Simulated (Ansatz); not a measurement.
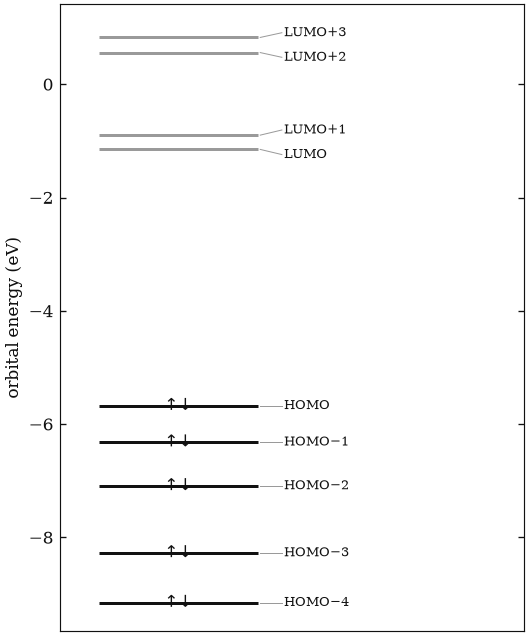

C₂H₆OSeSi, SMILES C[C@]1(O)[SiH2][Se]1. Kohn-Sham orbital energies near the frontier, r2SCAN/def2-TZVPP with the Ansatz code, at a PBE0-D4/def2-TZVP geometry (no frequency check), isolated molecule; empty levels in grey, levels within 0.03 eV side by side.

Where do the frontier orbitals lie?

HOMO at −5.67 eV, LUMO at −1.15 eV, 4.52 eV apart.

How far below the HOMO does the next level lie?

0.64 eV.

List the levels.

| orbital | energy (eV) |
| --- | --- |
| LUMO+3 | 0.83 |
| LUMO+2 | 0.56 |
| LUMO+1 | −0.90 |
| LUMO | −1.15 |
| HOMO | −5.67 |
| HOMO−1 | −6.32 |
| HOMO−2 | −7.09 |
| HOMO−3 | −8.27 |
| HOMO−4 | −9.15 |

Note: no scalar relativity up to krypton; spin-orbit coupling is left out, and with Se it can shift these levels and split any degenerate set; empty levels above zero depend strongly on the basis.
